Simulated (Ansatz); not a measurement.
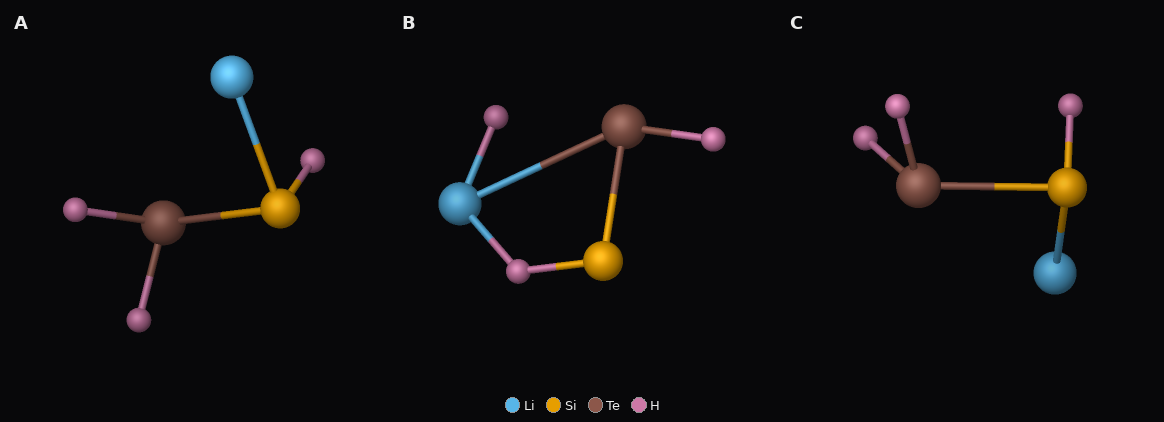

3 stationary structures of one formula. Geometries: PBE0-D4/def2-TZVP. Electronic energies: RHF-CCSD(T) (frozen core)/def2-TZVPP (Ansatz 0.2.0), without zero-point energy. No frequency run is at hand to confirm each as a minimum.

Rank them by energy, lowest first.

B is lowest (Cs); C lies 0.392 eV above it (C1), A lies 0.397 eV above it (C1).
